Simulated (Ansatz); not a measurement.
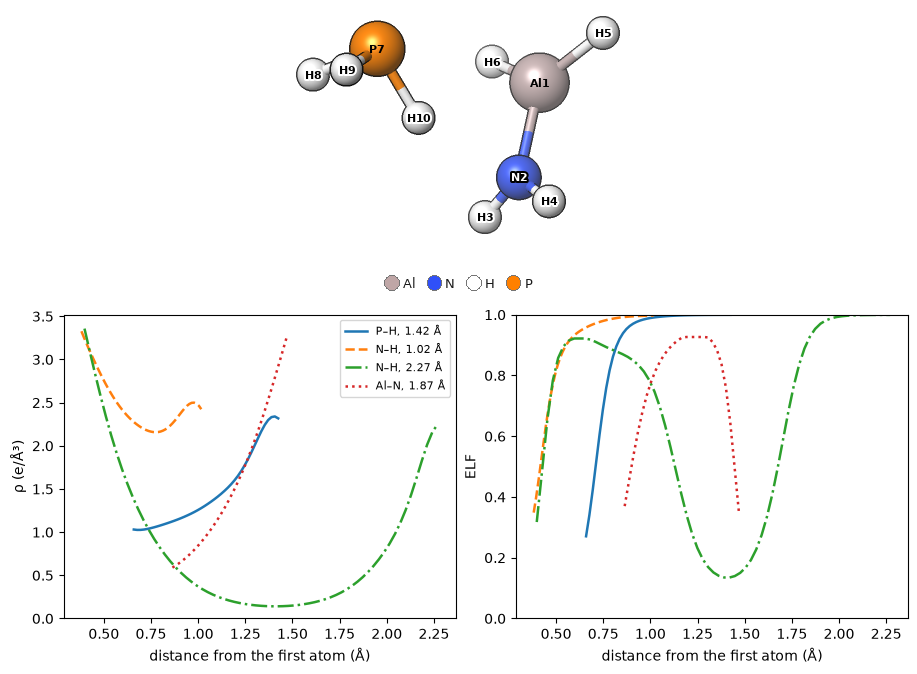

The picture shows: AlH₄N···PH₃. Total electron density and ELF along straight lines between neighbouring atoms. The curves leave out the atomic cores. The structure is drawn too.

Not at a stationary point (largest force 1.7 eV/Å).

Level of theory: Ansatz, RKS r2SCAN/def2-SVP.

Input file:

```
crystal:
  periodic: [false, false, false]
  atoms:
    - { symbol: Al, position_ang: [0.0, 0.0, 0.0] }
    - { symbol: "N", position_ang: [0.0, 0.0, 2.27] }
    - { symbol: H, position_ang: [-0.877, -0.2713, 2.8] }
    - { symbol: H, position_ang: [0.877, 0.2713, 2.8] }
    - { symbol: H, position_ang: [1.351, 0.0, -0.78] }
    - { symbol: H, position_ang: [-1.351, 0.0, -0.78] }
    - { symbol: P, position_ang: [-0.3227, 2.427, 0.8135] }
    - { symbol: H, position_ang: [-1.6424, 2.8563, 0.5127] }
    - { symbol: H, position_ang: [-0.1141, 2.4883, 2.2168] }
    - { symbol: H, position_ang: [-0.1697, 1.2765, 2.0273] }
basis:
  gaussian: { orbitals: def2-SVP }
hamiltonian:
  xc: r2scan
relax:
  f_tol: 0.15
  max_steps: 25
  restrain:
    - { distance: [0, 6], at: 3.48, k: 30.0 }
    - { distance: [9, 1], at: 2.26, k: 30.0 }
    - { distance: [0, 1], at: 1.92, k: 30.0 }
    - { distance: [9, 6], at: 1.42, k: 30.0 }
output:
  orbitals: {}
```

Run with:

```sh
ansatz run input.yaml --threads 2 --pin off --max-ram 3072MiB --backend cpu --events-out ev --progress --plain --runs-dir out
```

The fields are those of the run's last geometry, not of the input's.

Question: Compare the contacts.

Answer: P–H (1.42 Å): ρ at the midpoint is about 1 e/Å³; the ELF climbs to about 1 towards the hydrogen, as it does in any bond to H.
N–H (1.02 Å): the density is about 2.7 e/Å³ at the midpoint; the ELF climbs to about 1 towards the hydrogen; an ordinary covalent bond to hydrogen.
N2···H10 (2.27 Å): the density falls to about 0.14 e/Å³ on the way; the ELF dips to about 0.15 between them.
Al–N (1.87 Å): ρ is about 0.7 e/Å³ halfway; the ELF peaks at about 0.95 in the valence shell of N, 0.7 Å from its nucleus, and is about 0.60 at the midpoint.
